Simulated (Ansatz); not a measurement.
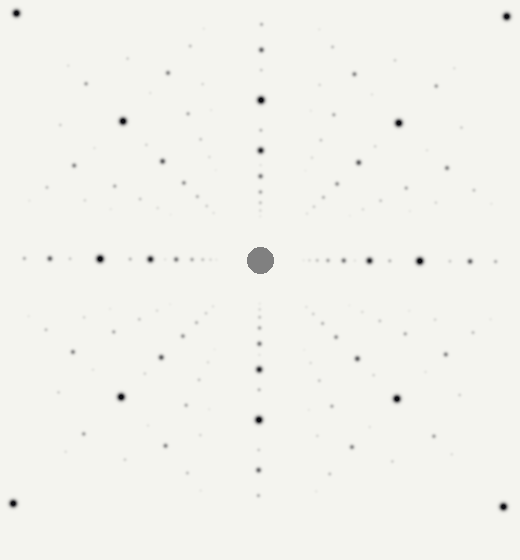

Simulated back-reflection Laue pattern (white X-rays, 0.45 to 2.2 Å, flat plate covering ±45° about the beam, kinematic intensities, seen from the source).

Q: What symmetry does the pattern show?

A: 4mm: a fourfold axis with mirror lines.

The crystal is Al, space group Fm-3m (No. 225), a = 4.05 Å. Structure: the input geometry of an electronic-structure calculation (not necessarily at equilibrium).

Q: Which direction points towards the source?

A: [001] or one equivalent to it by a rotation of the Laue group. In Laue class m-3m no other family of directions with a member of indices 0 and ±1 has this symmetry.
